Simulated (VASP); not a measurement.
# Y with PBEsol: from relaxation to properties, part 2 of 4

Aim: relax Y, then compute properties on the relaxed cell. Left out of this account: 1 further run (bands with PBEsol: it diverged and was aborted). The start is a cell from a database of measured crystal structures.

VASP 6.6.1; PBEsol; plane waves and PAW (Y_sv).

Still holding for the runs below: The k-mesh is coarse for a metal.

So far. Step 2 (Relaxing cell and atoms (PBEsol)): It ends with forces that vanish by symmetry and a pressure of 0.01 GPa. The volume lies -5.0 % from that of the database's start, which holds the thermal and zero-point expansion of its experiment. Step 3 (Second relaxation): It ends with forces that vanish by symmetry and a pressure of 0.00 GPa. The volume moved by under 0.01 %: the run met its threshold at the first step.

## Step 4: Single point with fields (PBEsol)

A single point on the relaxed cell gives a clean self-consistent state, with density, ELF and potential written out.

INCAR reads:

```
SYSTEM = Y
PREC = Accurate
ENCUT = 400
EDIFF = 1E-06
NELM = 100
ISMEAR = 1
SIGMA = 0.2
LREAL = .FALSE.
ALGO = Normal
GGA = PS
NBANDS = 17
LASPH = .TRUE.
LORBIT = 11
LWAVE = .FALSE.
LCHARG = .TRUE.
ISIF = 2
LELF = .TRUE.
LVHAR = .TRUE.
```

POSCAR reads:

```
Y
1.0
    3.6039126222      0.0000000000      0.0000000000
   -1.8019563111      3.1210798839      0.0000000000
    0.0000000000      0.0000000000      5.5734566707
Y
2
Direct
    0.3333333333      0.6666666667      0.2500000000
    0.6666666667      0.3333333333      0.7500000000
```

KPOINTS reads:

```
Automatic mesh
0
Gamma
7 7 4
0 0 0
```

The projector-augmented-wave data sets are Y_sv (PBE family, release 64).

Run with:

```bash
$ mpirun -np 2 vasp_std
```

What it wrote:

```text
[banner, memory and clock lines left out]
running    2 mpi-ranks, on    1 nodes
 distrk:  each k-point on    2 cores,    1 groups
 distr:  one band on    1 cores,    2 groups

 POSCAR found type information on POSCAR Y
 POSCAR found :  1 types and       2 ions
 [... a notice as in an earlier step ...]

 LDA part: xc-table for (Slater+PW92), standard interpolation
|                                                                             |
|           W    W    AA    RRRRR   N    N  II  N    N   GGGG   !!!           |
|           W    W   A  A   R    R  NN   N  II  NN   N  G    G  !!!           |
|           W    W  A    A  R    R  N N  N  II  N N  N  G       !!!           |
|           W WW W  AAAAAA  RRRRR   N  N N  II  N  N N  G  GGG   !            |
|           WW  WW  A    A  R   R   N   NN  II  N   NN  G    G                |
|           W    W  A    A  R    R  N    N  II  N    N   GGGG   !!!           |
|                                                                             |
|     The number of bands has been changed from the values supplied in        |
|     The orbitals not found in the WAVECAR file will be initialized with     |
|     random numbers, which is usually adequate. For correlated               |
|     calculations, however, you should redo the groundstate calculation.     |
|     I found NBANDS = 17. Now, NBANDS = 18.                                  |
|                                                                             |

 POSCAR, INCAR and KPOINTS ok, starting setup
 FFT: planning ... GRIDC
 FFT: planning ... GRID_SOFT
 FFT: planning ... GRID
 WAVECAR not read
 entering main loop
       N       E                     dE             d eps       ncg     rms          rms(c)
DAV:   1     0.742907822391E+02    0.74291E+02   -0.99362E+03   864   0.972E+02
DAV:   2    -0.659355247230E+01   -0.80884E+02   -0.79507E+02  1078   0.224E+02
DAV:   3    -0.139277379259E+02   -0.73342E+01   -0.72830E+01  1538   0.399E+01
DAV:   4    -0.140840607689E+02   -0.15632E+00   -0.15618E+00  1024   0.598E+00
DAV:   5    -0.140878984130E+02   -0.38376E-02   -0.38369E-02  1240   0.731E-01    0.346E+01
DAV:   6    -0.137210221697E+02    0.36688E+00   -0.44845E-01   936   0.406E+00    0.215E+01
DAV:   7    -0.136585488868E+02    0.62473E-01   -0.89853E-01  1162   0.521E+00    0.185E+00
DAV:   8    -0.136444947835E+02    0.14054E-01   -0.15434E-01  1042   0.228E+00    0.809E-01
DAV:   9    -0.136440759196E+02    0.41886E-03   -0.44502E-03  1098   0.410E-01    0.313E-01
DAV:  10    -0.136441349161E+02   -0.58997E-04   -0.11278E-03   960   0.286E-01    0.170E-01
DAV:  11    -0.136441241034E+02    0.10813E-04   -0.62803E-05  1342   0.568E-02    0.206E-02
DAV:  12    -0.136441222353E+02    0.18682E-05   -0.17725E-05   970   0.350E-02    0.279E-02
DAV:  13    -0.136441237338E+02   -0.14985E-05   -0.45270E-06   910   0.191E-02    0.304E-03
DAV:  14    -0.136441237576E+02   -0.23795E-07   -0.15683E-07   502   0.291E-03
   1 F= -.13644124E+02 E0= -.13644130E+02  d E =0.188470E-04
```

It took 7 s on 2 MPI ranks of Intel Xeon 6975P-C (Granite Rapids), shared host; peak memory 0.26 GiB; 11 s of CPU time.

Parts of OUTCAR (step 4):

```text
 Found     24 irreducible k-points:

   k-points           NKPTS =     24   k-points in BZ     NKDIM =     24   number of bands    NBANDS=     18

   NELECT =      22.0000    total number of electrons

 E-fermi :   3.1257

 k-point     1 :       0.0000    0.0000    0.0000
  band No.  band energies     occupation
    ...
      6     -19.0824      2.00000
      7     -19.0824      2.00000
      8     -19.0246      2.00000
      9      -1.6629      2.00000
     10       1.1818      2.00000
     11       4.2629     -0.00000
     12       4.8584     -0.00000
     13       4.8584     -0.00000
     14       5.3120     -0.00000
     15       5.5286     -0.00000
    ...

 k-point     2 :       0.1429    0.0000    0.0000
  band No.  band energies     occupation
    ...
      6     -19.1658      2.00000
      7     -19.0921      2.00000
      8     -19.0461      2.00000
      9      -1.2192      2.00000
     10       1.5780      2.00000
     11       3.7699     -0.00005
     12       4.0870     -0.00000
     13       5.0991     -0.00000
     14       5.2772     -0.00000
     15       5.4683     -0.00000
    ...

  Total        0.0011888      0.0011888      0.0001750      0.0000000     -0.0000000      0.0000000
  in kB        0.0303827      0.0303827      0.0044732      0.0000000     -0.0000000      0.0000000
  external PRESSURE =       0.0217462 kB  Pullay stress =       0.0000000 kB

  FREE ENERGIE OF THE ION-ELECTRON SYSTEM (eV)
  ---------------------------------------------------
  free  energy   TOTEN  =       -13.6441237576 eV

  energy  without entropy=      -13.6441426045  energy(sigma->0) =      -13.64413004

[... 11 parts as in an earlier step ...]

[... 4 further parts left out ...]
```

Numbers from this step:

| Property | Result |
| --- | --- |
| SCF cycles | 14 |
| bands | 18 |
| pressure | 0.002175 GPa |

Valence electrons inside each PAW sphere by angular momentum. Sphere charges, by row:

```csv
atom,s (e),p (e),d (e),f (e),tot (e)
Y1,2.29,6.239,0.956,0.007,9.492
Y2,2.29,6.239,0.956,0.007,9.492
```

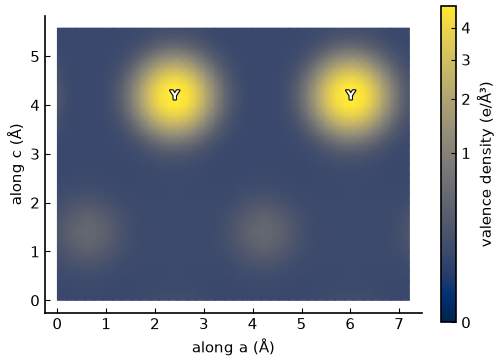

Valence density in the ac plane at fractional y = 0.333, with atoms of Y within 0.2 Å of it. It is the smooth field of the valence electrons, not physical close to the nuclei. The colour scale is stretched toward low values.

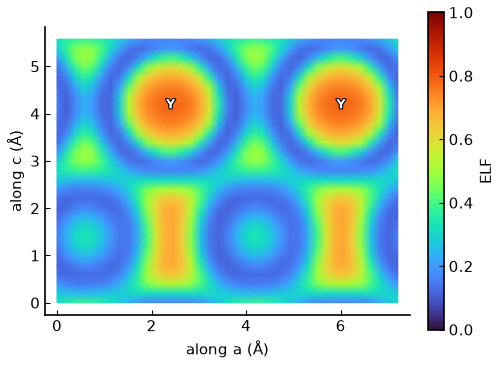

ELF in the ac plane at fractional y = 0.333, with atoms of Y within 0.2 Å of it. It is the smooth field of the valence electrons, not physical close to the nuclei.

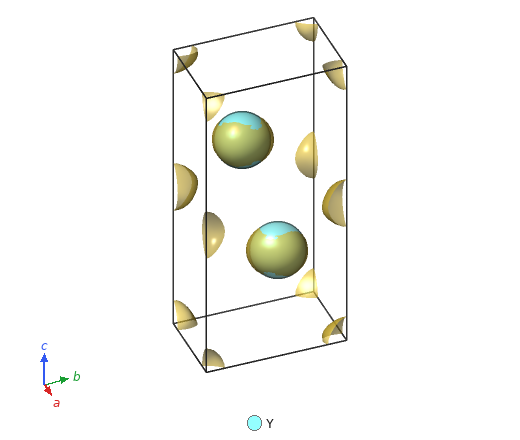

Surface of ELF = 0.71.

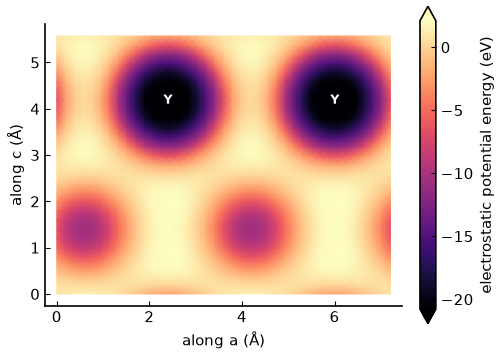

Electrostatic potential energy in the ac plane at fractional y = 0.333, with atoms of Y within 0.2 Å of it. With pseudopotentials it is smooth inside the atoms' cores, unlike the true potential.

In this run the pressure is 0.00 GPa, small enough to go on.

## Step 5: Bands along the symmetry lines (PBEsol)

Levels along the symmetry lines show where the bands peak and cross; KPOINTS_OPT computes them in the converged potential.

INCAR reads:

```
SYSTEM = Y
PREC = Accurate
ENCUT = 400
EDIFF = 1E-06
NELM = 100
ISMEAR = 1
SIGMA = 0.2
LREAL = .FALSE.
ALGO = Normal
GGA = PS
NBANDS = 23
LASPH = .TRUE.
LORBIT = 11
LWAVE = .FALSE.
LCHARG = .FALSE.
KPAR = 2
```

POSCAR is that of step 4.

KPOINTS is that of step 4.

KPOINTS_OPT reads:

```
Line mode
16
Line-mode
Reciprocal
  0.00000000   0.00000000   0.00000000 GAMMA
  0.50000000   0.00000000   0.00000000 M

  0.50000000   0.00000000   0.00000000 M
  0.33333333   0.33333333   0.00000000 K

  0.33333333   0.33333333   0.00000000 K
  0.00000000   0.00000000   0.00000000 GAMMA

  0.00000000   0.00000000   0.00000000 GAMMA
  0.00000000   0.00000000   0.50000000 A

  0.00000000   0.00000000   0.50000000 A
  0.50000000   0.00000000   0.50000000 L

  0.50000000   0.00000000   0.50000000 L
  0.33333333   0.33333333   0.50000000 H

  0.33333333   0.33333333   0.50000000 H
  0.00000000   0.00000000   0.50000000 A

  0.50000000   0.00000000   0.50000000 L
  0.50000000   0.00000000   0.00000000 M

  0.33333333   0.33333333   0.00000000 K
  0.33333333   0.33333333   0.50000000 H
```

Run with:

```bash
$ mpirun -np 2 vasp_std
```

What it wrote:

```text
[... set-up lines as in an earlier step ...]
 entering main loop
       N       E                     dE             d eps       ncg     rms          rms(c)
DAV:   1     0.847756592736E+02    0.84776E+02   -0.93526E+03  1112   0.760E+02
DAV:   2    -0.616237436177E+01   -0.90938E+02   -0.88029E+02  1378   0.202E+02
DAV:   3    -0.138678711768E+02   -0.77055E+01   -0.75897E+01  1866   0.354E+01
DAV:   4    -0.140848729948E+02   -0.21700E+00   -0.21688E+00  1286   0.595E+00
DAV:   5    -0.140878746865E+02   -0.30017E-02   -0.30016E-02  1425   0.588E-01    0.346E+01
DAV:   6    -0.137220886441E+02    0.36579E+00   -0.37552E-01  1314   0.318E+00    0.214E+01
DAV:   7    -0.136560019869E+02    0.66087E-01   -0.68855E-01  1476   0.408E+00    0.178E+00
DAV:   8    -0.136443690272E+02    0.11633E-01   -0.11356E-01  1279   0.184E+00    0.673E-01
DAV:   9    -0.136440881607E+02    0.28087E-03   -0.26378E-03  1372   0.305E-01    0.193E-01
DAV:  10    -0.136441266433E+02   -0.38483E-04   -0.47355E-04  1230   0.154E-01    0.848E-02
DAV:  11    -0.136441237420E+02    0.29013E-05   -0.17236E-05  1427   0.237E-02    0.342E-02
DAV:  12    -0.136441229149E+02    0.82709E-06   -0.35269E-06  1251   0.120E-02
   1 F= -.13644123E+02 E0= -.13644129E+02  d E =0.186719E-04
 Start KPOINTS_OPT (optional k-point list driver)
k-point batch [1-24\144]
       N       E                     dE             ncg
DAV:   1    -0.668187566849E+04   -0.16950E+05     1120
DAV:   2    -0.891124584099E+04   -0.22294E+04     1395
DAV:   3    -0.909205159644E+04   -0.18081E+03     1955
DAV:   4    -0.909751746930E+04   -0.54659E+01     1248
DAV:   5    -0.909760195496E+04   -0.84486E-01     1470
DAV:   6    -0.909760359834E+04   -0.16434E-02     1277
DAV:   7    -0.909760363494E+04   -0.36602E-04     1504
DAV:   8    -0.909760363584E+04   -0.90629E-06      946
[...]
k-point batch [121-144\144]
       N       E                     dE             ncg
DAV:   1    -0.670316470502E+04   -0.23680E+05     1104
DAV:   2    -0.883569686487E+04   -0.21325E+04     1330
DAV:   3    -0.901719263191E+04   -0.18150E+03     2041
DAV:   4    -0.902346262029E+04   -0.62700E+01     1225
DAV:   5    -0.902354572584E+04   -0.83106E-01     1492
DAV:   6    -0.902354779596E+04   -0.20701E-02     1289
DAV:   7    -0.902354786409E+04   -0.68131E-04     1458
DAV:   8    -0.902354786637E+04   -0.22763E-05      938
DAV:   9    -0.902354786647E+04   -0.10547E-06     1042
```

Elapsed: 19 s, on 2 MPI ranks; peak memory 0.33 GiB.

OUTCAR, selected parts (step 5):

```text
   k-points           NKPTS =     24   k-points in BZ     NKDIM =     24   number of bands    NBANDS=     23

   NELECT =      22.0000    total number of electrons

 E-fermi :   3.1259

 k-point     1 :       0.0000    0.0000    0.0000
  band No.  band energies     occupation
    ...
      6     -19.0825      2.00000
      7     -19.0825      2.00000
      8     -19.0247      2.00000
      9      -1.6627      2.00000
     10       1.1819      2.00000
     11       4.2631     -0.00000
     12       4.8585     -0.00000
     13       4.8585     -0.00000
     14       5.3122     -0.00000
     15       5.5287     -0.00000
    ...

  Total        0.0136204      0.0136204      0.0126036      0.0000000      0.0000000     -0.0000000
  in kB        0.3480933      0.3480933      0.3221079      0.0000000      0.0000000     -0.0000000
  external PRESSURE =       0.3394315 kB  Pullay stress =       0.0000000 kB

 POSITION                                       TOTAL-FORCE (eV/Angst)
 -----------------------------------------------------------------------------------
     -0.00000      2.08072      1.39336        -0.000000      0.000000      0.000000
      1.80196      1.04036      4.18009         0.000000      0.000000      0.000000
 -----------------------------------------------------------------------------------
    total drift:                               -0.000000      0.000000     -0.000000

  FREE ENERGIE OF THE ION-ELECTRON SYSTEM (eV)
  ---------------------------------------------------
  free  energy   TOTEN  =       -13.6441229149 eV

  energy  without entropy=      -13.6441415869  energy(sigma->0) =      -13.64412914

[... 10 parts as in an earlier step ...]

[... 6 further parts left out ...]
```

This step gave:

| Property | Result |
| --- | --- |
| SCF cycles | 12 |
| bands | 23 |
| pressure | 0.03394 GPa |

Electronic bands along the path, in eV, zero at the Fermi level; # counts the bands kept, so #1 is VASP's band 9:

| point | #1 | #2 | #3 | #4 | #5 | #6 |
| --- | --- | --- | --- | --- | --- | --- |
| Γ | -4.79 | -1.94 | 1.14 | 1.73 | 1.73 | 2.19 |
| M | -1.73 | -1.30 | -0.88 | -0.08 | 1.40 | 1.52 |
| K | -0.82 | -0.70 | -0.70 | -0.47 | 1.12 | 1.12 |
| Γ | -4.79 | -1.94 | 1.14 | 1.73 | 1.73 | 2.19 |
| A | -3.26 | -3.26 | 1.01 | 1.01 | 1.63 | 1.63 |
| L | -1.74 | -1.74 | 0.06 | 0.06 | 1.49 | 1.49 |
| H | -0.44 | -0.44 | -0.42 | -0.42 | 0.46 | 0.46 |
| A | -3.26 | -3.26 | 1.01 | 1.01 | 1.63 | 1.63 |
| jump to L | -1.74 | -1.74 | 0.06 | 0.06 | 1.49 | 1.49 |
| M | -1.73 | -1.30 | -0.88 | -0.08 | 1.40 | 1.52 |
| jump to K | -0.82 | -0.70 | -0.70 | -0.47 | 1.12 | 1.12 |
| H | -0.44 | -0.44 | -0.42 | -0.42 | 0.46 | 0.46 |

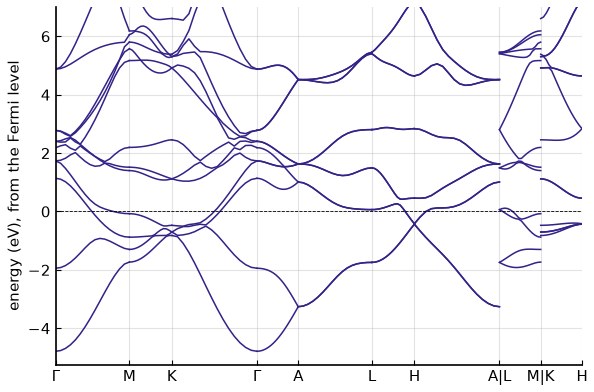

Electronic bands along the path.

There is no gap at this level.

Of the bands kept, 2 cross the Fermi level on this path.

## Step 6: Total and projected DOS (PBEsol)

A density of states needs more k-points than a total energy; ISMEAR = -5 takes tetrahedra, and LORBIT projects the states on the PAW spheres. The mesh is finer than in the run before.

Changes to INCAR since step 5:

```diff
@@ -5,3 +5,3 @@
 NELM = 100
-ISMEAR = 1
+ISMEAR = -5
 SIGMA = 0.2
@@ -16 +16,2 @@
 KPAR = 2
+NEDOS = 2001
```

POSCAR is that of step 5.

KPOINTS reads:

```
Automatic mesh
0
Gamma
11 11 6
0 0 0
```

Run with:

```bash
$ mpirun -np 2 vasp_std
```

What it wrote:

```text
[... set-up lines as in an earlier step ...]
 entering main loop
       N       E                     dE             d eps       ncg     rms          rms(c)
DAV:   1     0.854279170474E+02    0.85428E+02   -0.94325E+03  2944   0.760E+02
DAV:   2    -0.633991608546E+01   -0.91768E+02   -0.88834E+02  3694   0.202E+02
DAV:   3    -0.138407173566E+02   -0.75008E+01   -0.73877E+01  5022   0.351E+01
DAV:   4    -0.140747533790E+02   -0.23404E+00   -0.23396E+00  3442   0.609E+00
DAV:   5    -0.140776571912E+02   -0.29038E-02   -0.29040E-02  3858   0.623E-01    0.342E+01
DAV:   6    -0.137155870790E+02    0.36207E+00   -0.37724E-01  3574   0.317E+00    0.211E+01
DAV:   7    -0.136513232728E+02    0.64264E-01   -0.68398E-01  3979   0.404E+00    0.175E+00
DAV:   8    -0.136398819476E+02    0.11441E-01   -0.10739E-01  3413   0.182E+00    0.573E-01
DAV:   9    -0.136396502064E+02    0.23174E-03   -0.26583E-03  3704   0.304E-01    0.170E-01
DAV:  10    -0.136396957236E+02   -0.45517E-04   -0.36010E-04  3224   0.135E-01    0.742E-02
DAV:  11    -0.136396950138E+02    0.70980E-06   -0.17884E-05  3855   0.236E-02    0.480E-02
DAV:  12    -0.136396936664E+02    0.13475E-05   -0.45181E-06  3301   0.134E-02    0.124E-02
DAV:  13    -0.136396944227E+02   -0.75640E-06   -0.46586E-07  2538   0.476E-03
   1 F= -.13639694E+02 E0= -.13639694E+02  d E =0.000000E+00
 -----------------------------------------------------------------------------
|                                                                             |
|           W    W    AA    RRRRR   N    N  II  N    N   GGGG   !!!           |
|           W    W   A  A   R    R  NN   N  II  NN   N  G    G  !!!           |
|           W    W  A    A  R    R  N N  N  II  N N  N  G       !!!           |
|           W WW W  AAAAAA  RRRRR   N  N N  II  N  N N  G  GGG   !            |
|           WW  WW  A    A  R   R   N   NN  II  N   NN  G    G                |
|           W    W  A    A  R    R  N    N  II  N    N   GGGG   !!!           |
|                                                                             |
|     Tetrahedron method does not include variations of the Fermi             |
|     occupations, so forces and stress will be inaccurate. We suggest        |
|     using a different smearing scheme ISMEAR = 1 or 2 for metals in         |
|     relaxations.                                                            |
|                                                                             |
 -----------------------------------------------------------------------------
```

It took 14 s on 2 MPI ranks; peak memory 0.36 GiB.

Parts of OUTCAR (step 6):

```text
   k-points           NKPTS =     64   k-points in BZ     NKDIM =     64   number of bands    NBANDS=     23

   NELECT =      22.0000    total number of electrons

 E-fermi :   3.1142

 k-point     1 :       0.0000    0.0000    0.0000
  band No.  band energies     occupation
    ...
      6     -19.0744      2.00000
      7     -19.0744      2.00000
      8     -19.0220      2.00000
      9      -1.6627      2.00000
     10       1.1853      2.00000
     11       4.2605      0.00000
     12       4.8635      0.00000
     13       4.8635      0.00000
     14       5.3130      0.00000
     15       5.5345      0.00000
    ...

  Total       -0.0622978     -0.0622978     -0.0446766     -0.0000000      0.0000000      0.0000000
  in kB       -1.5921329     -1.5921329     -1.1417914     -0.0000000      0.0000000      0.0000000
  external PRESSURE =      -1.4420190 kB  Pullay stress =       0.0000000 kB

 POSITION                                       TOTAL-FORCE (eV/Angst)
 -----------------------------------------------------------------------------------
     -0.00000      2.08072      1.39336         0.000000     -0.000000      0.000000
      1.80196      1.04036      4.18009        -0.000000      0.000000      0.000000
 -----------------------------------------------------------------------------------
    total drift:                               -0.000000      0.000000     -0.000000

  FREE ENERGIE OF THE ION-ELECTRON SYSTEM (eV)
  ---------------------------------------------------
  free  energy   TOTEN  =       -13.6396944227 eV

  energy  without entropy=      -13.6396944227  energy(sigma->0) =      -13.63969442

[... 7 parts as in an earlier step ...]

[... 9 further parts left out ...]
```

With tetrahedra the forces and stress of a metal are not exact derivatives of the energy.

Numbers from this step:

```
SCF cycles             : 13
irreducible k-points   : 64
Fermi energy           : 3.114 eV
pressure               : -0.1442 GPa
DOS at the Fermi level : 4.020 states/eV/cell
```

The density of states has structure finer than the step of the table below, so its rows give means over 1 eV, whole bins alone (the curve runs from -12.0 to 2.54 eV). Peaks (eV: height): total -1.0: 2.61, 0.1: 5.57, 1.4: 4.78, 2.1: 4.71; Y d 0.1: 2.54, 1.4: 2.69, 2.1: 3.11; Y p 0.1: 1.02, 1.6: 0.740, 2.1: 0.392; Y s -1.9: 0.33, 1.6: 0.0517.

States under -12.0 eV and over 2.5 eV are left out. The density of states by energy, zero at the Fermi level; means over each step; values in states/eV/cell:

| energy (eV) | total | Y d | Y p | Y s |
| --- | --- | --- | --- | --- |
| -6 | 0 | 0 | 0 | 0 |
| -5 | 0.0156 | 0 | 3.3e-4 | 0.00484 |
| -4 | 0.238 | 0.00237 | 0.0164 | 0.0689 |
| -3 | 0.516 | 0.0280 | 0.0648 | 0.128 |
| -2 | 1.41 | 0.308 | 0.161 | 0.234 |
| -1 | 2.22 | 0.881 | 0.239 | 0.133 |
| 0 | 3.11 | 1.42 | 0.533 | 0.0293 |
| 1 | 3.08 | 1.65 | 0.468 | 0.0262 |
| 2 | 3.43 | 2.18 | 0.330 | 0.0286 |

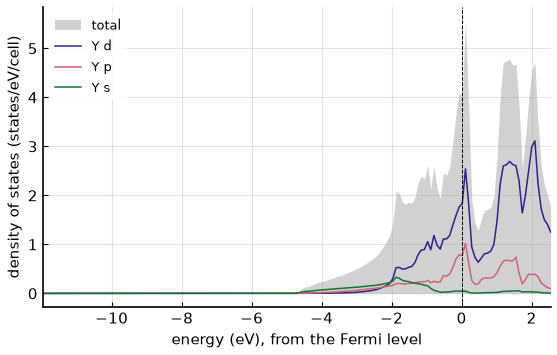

Density of states, plotted against energy.

The finer mesh and the other smearing move the Fermi level by -0.01 eV from the 7×7×4 run, a small shift, which tests the Fermi level alone. Of the states within 0.3 eV of the Fermi level, the largest shares in the PAW spheres are Y d 45 % and Y p 18 %. The rest lies in smaller channels or between the spheres.

[end of part 2 of 4]

[Lines on the potential files, build, host, timing and source positions are cut from VASP's logs without a mark.]

[Logs are printed without paths, hosts, clocks, repeated set-up lines and the standing remarks that a program may print on its own settings, such as how far it seeks lower states.]

[Hosts, paths, dates, database ids (printed as entryN), source tags and the programs' standing remarks are cut or masked in the printed files.]

[A measured line is paired with the nearest computed mode of its activity, which favours agreement.]
